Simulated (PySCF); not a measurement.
**C2H10FNSi2: density, localisation and related maps**

| atom | x (Å) | y (Å) | z (Å) |
| --- | --- | --- | --- |
| C | -1.2976 | 1.3639 | 0.0465 |
| C | -0.4105 | 0.1529 | 0.3340 |
| Si | -1.3601 | -1.5006 | 0.1325 |
| N | 0.7618 | 0.1849 | -0.5200 |
| Si | 2.3789 | 0.0499 | -0.0100 |
| F | 3.2190 | 0.2374 | -1.3703 |
| H | -0.7360 | 2.2867 | 0.1830 |
| H | -1.6569 | 1.3348 | -0.9807 |
| H | -2.1571 | 1.3737 | 0.7126 |
| H | -0.0427 | 0.2353 | 1.3619 |
| H | -2.4687 | -1.5321 | 1.0872 |
| H | -0.4338 | -2.6046 | 0.3760 |
| H | -1.8721 | -1.5668 | -1.2390 |
| H | 0.5378 | 0.1009 | -1.4996 |
| H | 2.7865 | -1.2573 | 0.5009 |
| H | 2.7442 | 1.1497 | 0.8736 |

Geometry: GFN2-xTB.

Method: CAM-B3LYP/def2-SVPD, SCF density, gas phase in PySCF 2.14.0.

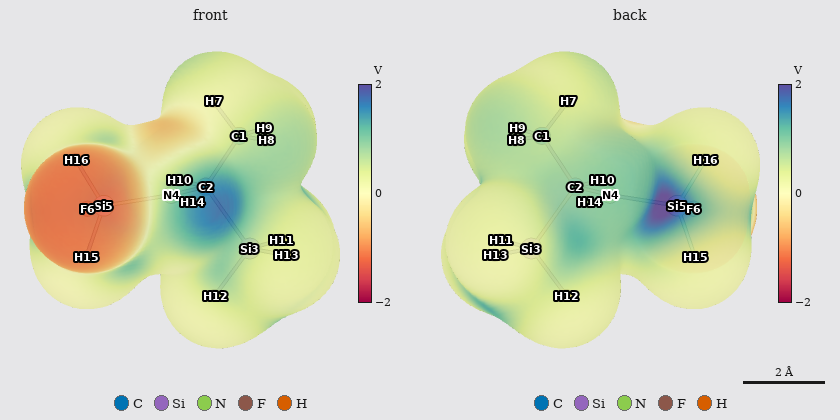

Figure 1. The electrostatic potential painted on the density surface at 0.002 e/bohr³, seen from the front and from behind; the colour scale runs from red (negative) to blue (positive).

**Describe the electrostatic potential map.**

The most negative region (about −1.2 V) lies over F6, the most positive (about +1.8 V) over Si5.

**How polar is the molecule by this calculation?**

Its dipole moment is 2.08 D.

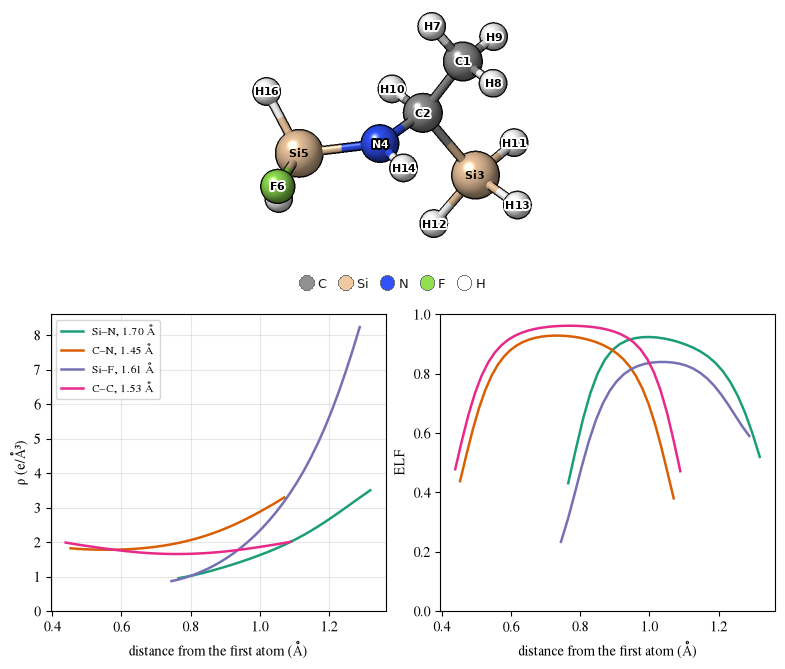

Figure 2. Total electron density and ELF along straight lines between neighbouring atoms. The curves leave out the atomic cores. The structure is drawn too.

**Compare the contacts.**

Si–N (1.70 Å): ρ is about 1.1 e/Å³ halfway; the ELF peaks at about 0.90 between the atoms, as expected for a shared but strongly polarised pair.
C–N (1.45 Å): ρ at the midpoint is about 1.9 e/Å³; the ELF peaks at about 0.95 between the atoms: a shared electron pair.
Si–F (1.61 Å): ρ is about 1 e/Å³ halfway; the ELF peaks at about 0.85 in the valence shell of F, 0.6 Å from its nucleus, and is about 0.50 at the midpoint.
C–C (1.53 Å): ρ is about 1.7 e/Å³ halfway; the ELF peaks at about 0.95 between the atoms; a shared electron pair.
